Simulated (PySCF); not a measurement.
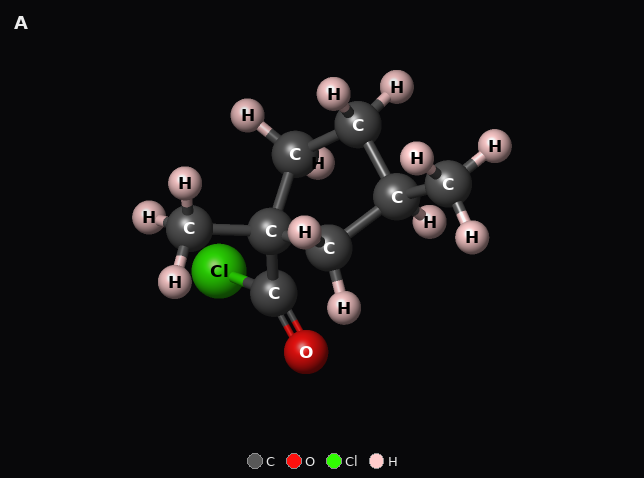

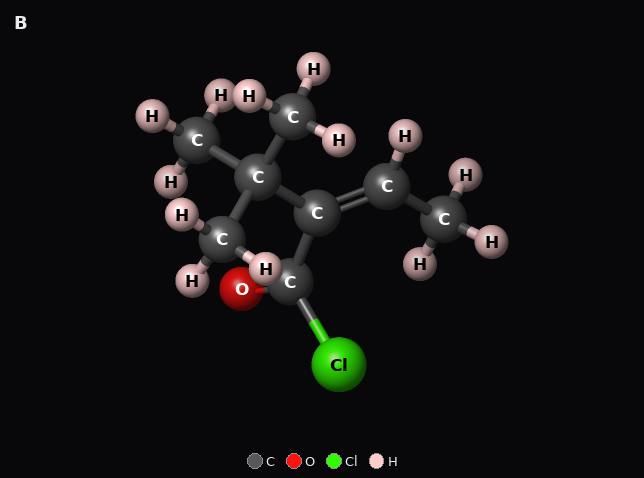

2 stationary structures of one formula. Geometries: GFN2-xTB. Electronic energies: PBE0/pcSseg-1 (PySCF 2.14.0), without zero-point energy. No frequency run is at hand to confirm each as a minimum. Each is one conformer, not always the lowest.

**Are they conformers, stereoisomers or constitutional isomers?**

They are constitutional isomers of C8H13ClO: A `C[C@@H]1CC[C@@](C)(C(=O)Cl)C1`, B `C/C=C(\C(=O)Cl)C(C)(C)C`.

**Which structure is the most stable?**

A is lowest; B lies 20.3 kcal/mol above it.
